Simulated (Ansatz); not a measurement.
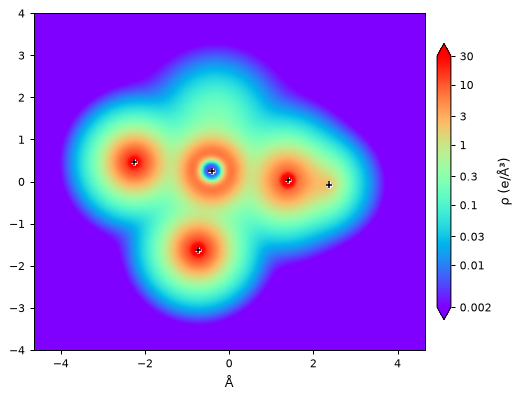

The electron density on a plane through atoms (crosses mark nuclei in the plane).

All numbers below come from RKS PBE-D4/def2-SVP (Ansatz).

Candidates:
A. CH₆Ge
B. F₃H₃OW
C. AlH₃O···SiH₄

Which candidate gave the map?

Candidate B: F₃H₃OW on the plane of atoms F3, W1 and O6, which holds W, F, O and H. W–O (1.84 Å): ρ at the midpoint is about 1.1 e/Å³. W–F (1.86 Å): the density is about 1.1 e/Å³ at the midpoint.
